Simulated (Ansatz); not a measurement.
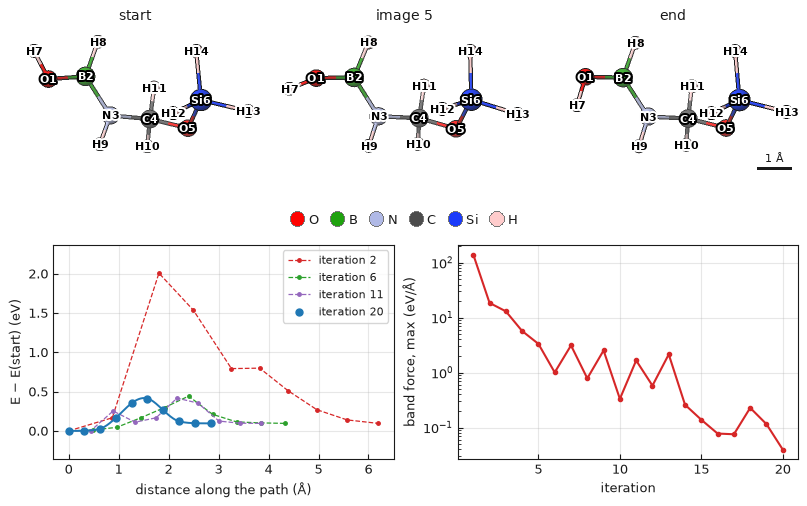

NEB run on CH$_{8}$BNO$_{2}$Si. Images are numbered from 0 (start) to 9 (end). The plot follows the band through its iterations. A ball-and-stick model, seen from a free direction.

Method: RKS PBE0-D4/def2-SVP in Ansatz 0.2.0. Settings: 8 movable images; no climbing image; force threshold 0.05 eV/Å; iteration limit 32; starting path through a guess of the saddle point.

Did the band converge, and can the barrier be trusted?

Answer. The run is converged, with reservations. The band converged in 20 iterations. The largest component of the band force went from 140 to 0.04 eV/Å. No image climbed, so the highest image needn't lie on the saddle point, and the true maximum along this path can be higher. The first iteration put the highest image at 19.14 eV. Forward barrier 0.41 eV, backward barrier 0.32 eV, with image 5 at the top; the reaction energy is +0.10 eV.
